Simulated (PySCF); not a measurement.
**Excited-state calculation, with input and output: C6H9ClO**

- system: C6H9ClO
- method: TDDFT PBE0/def2-SVPD, vertical, gas phase, core orbitals frozen in the response (PySCF 2.14.0)

The geometry comes from this level: GFN2-xTB.

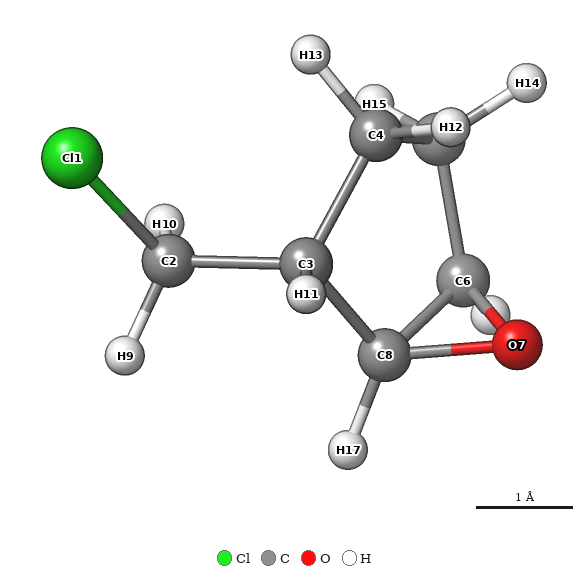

The structure (ball-and-stick view, seen at a tilt; atoms are numbered from 1 in the order of the input). Bond lengths as drawn: C–C 1.46 to 1.54 Å, C–Cl 1.78 Å, C–H 1.08 to 1.09 Å and C–O 1.40 Å.

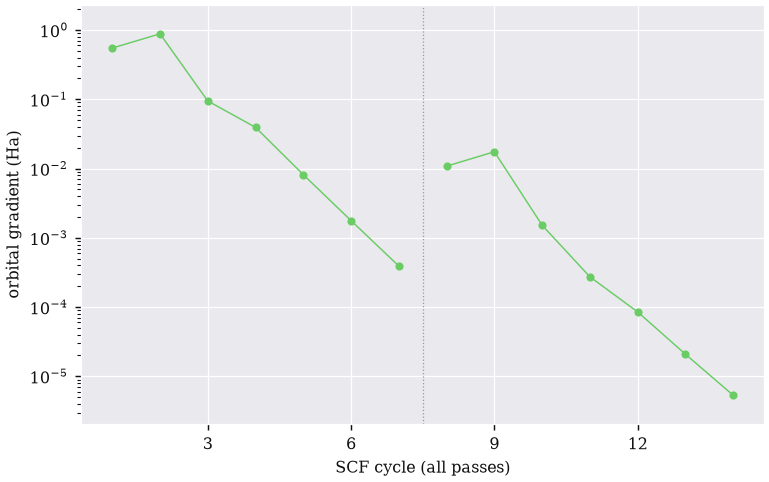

Convergence of the self-consistent field: orbital gradient against the SCF cycle. The dotted line marks the change from a coarse to the final integration grid. The first 7 cycles use a coarse grid, the final grid takes over at cycle 8, and the field converges after 14 cycles in all.

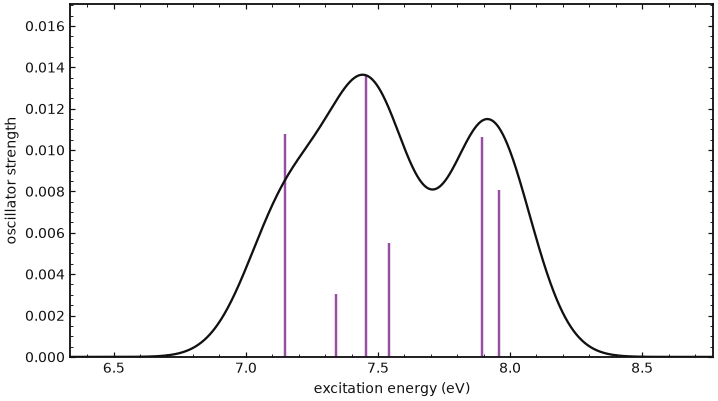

Computed excitations as sticks (degenerate states added up, dark ones marked on the axis), with a Gaussian envelope of 0.35 eV full width at half maximum, scaled to the tallest. Of the 6 states the lowest lies at 7.15 eV (f = 0.011); the strongest line is at 7.46 eV, or 166 nm (f = 0.014).

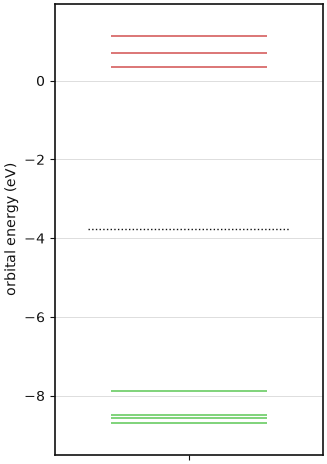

Orbital energies near the frontier; the dotted line parts filled from empty levels, and levels within 0.02 eV of each other stand side by side. Highest filled −7.89 eV, lowest empty 0.36 eV, 8.25 eV apart.

The input that produced these results follows, with the program's output.

**Input**
```
{"job": {"kind": "uv", "xc": "PBE0", "basis": "def2-SVPD", "nstates": 6, "ntriplets": 2}, "charge": 0, "multiplicity": 1}
Cl     2.704710     0.707695     1.538641
C      1.645570    -0.469934     0.720448
C      0.831619     0.206390    -0.375507
C     -0.205465     1.200510     0.181719
C     -1.489201     0.392543     0.432181
C     -1.409842    -0.720555    -0.590000
O     -1.045346    -0.308063    -1.877692
C     -0.032574    -0.834245    -1.072249
H      2.295410    -1.242638     0.309115
H      0.998513    -0.900719     1.484091
H      1.509802     0.698552    -1.077040
H     -0.402633     1.961886    -0.571737
H      0.157521     1.690793     1.082449
H     -2.381109     1.003838     0.305520
H     -1.506576    -0.043422     1.432222
H     -2.086940    -1.563615    -0.531304
H      0.409543    -1.766988    -1.400767
```

The first line tells a small driver script what to run in PySCF; the rest is the geometry in Å.

Launched with:
```bash
OMP_NUM_THREADS=1 python <driver script> task.json out
```

**What the program printed**
```
coarse grid: 14808 points
cycle   1  E = -768.4330130859  dE =  1.224e+00  |g| = 5.491e-01  |ddm| = 6.549e+00
cycle   2  E = -768.3451245225  dE =  8.789e-02  |g| = 8.822e-01  |ddm| = 2.268e+00
cycle   3  E = -768.4983485587  dE = -1.532e-01  |g| = 9.464e-02  |ddm| = 1.438e+00
cycle   4  E = -768.4999635423  dE = -1.615e-03  |g| = 3.935e-02  |ddm| = 2.255e-01
cycle   5  E = -768.5003189844  dE = -3.554e-04  |g| = 8.165e-03  |ddm| = 9.286e-02
cycle   6  E = -768.5003340720  dE = -1.509e-05  |g| = 1.772e-03  |ddm| = 2.605e-02
cycle   7  E = -768.5003348569  dE = -7.849e-07  |g| = 3.911e-04  |ddm| = 4.398e-03
final grid: 138552 points
cycle   8  E = -768.5974965491  dE = -4.710e-05  |g| = 1.083e-02  |ddm| = 1.730e-01
cycle   9  E = -768.5974597459  dE =  3.680e-05  |g| = 1.749e-02  |ddm| = 4.595e-02
cycle  10  E = -768.5975212321  dE = -6.149e-05  |g| = 1.519e-03  |ddm| = 2.799e-02
cycle  11  E = -768.5975217475  dE = -5.154e-07  |g| = 2.734e-04  |ddm| = 2.830e-03
cycle  12  E = -768.5975217634  dE = -1.582e-08  |g| = 8.508e-05  |ddm| = 9.023e-04
cycle  13  E = -768.5975217651  dE = -1.772e-09  |g| = 2.086e-05  |ddm| = 2.439e-04
cycle  14  E = -768.5975217652  dE = -1.012e-10  |g| = 5.325e-06  |ddm| = 5.114e-05
converged SCF energy = -768.5975217652

Static polarisability (au): isotropic 81.855, principal 70.989 78.453 96.124

Singlet excitations
state   eV       nm        f      main configurations
  1   7.1474    173.5   0.01076   H->L 0.82
  2   7.3421    168.9   0.00306   H-2->L 0.79, H-2->L+1 0.10
  3   7.4562    166.3   0.01364   H-1->L 0.32, H->L+1 0.22, H-3->L 0.21
  4   7.5412    164.4   0.00551   H->L+1 0.67, H-1->L 0.14
  5   7.8955    157.0   0.01061   H-3->L 0.49, H-1->L 0.38
  6   7.9579    155.8   0.00805   H->L+2 0.89

Triplet excitations (Tamm-Dancoff, eV): 6.6280 6.6680
```

**Key numbers**

| quantity | value |
| --- | --- |
| outcome | converged |
| total energy | −768.597522 hartree |
| HOMO | −7.89 eV |
| LUMO | 0.36 eV |
| dipole moment | 1.88 D |
| mean polarisability | 81.85 a.u. |
| lowest singlet excitation | 7.15 eV |
| hardware | 1 CPU thread, shared host |
| wall time | 1.7 min |
| peak memory | 0.95 GiB |
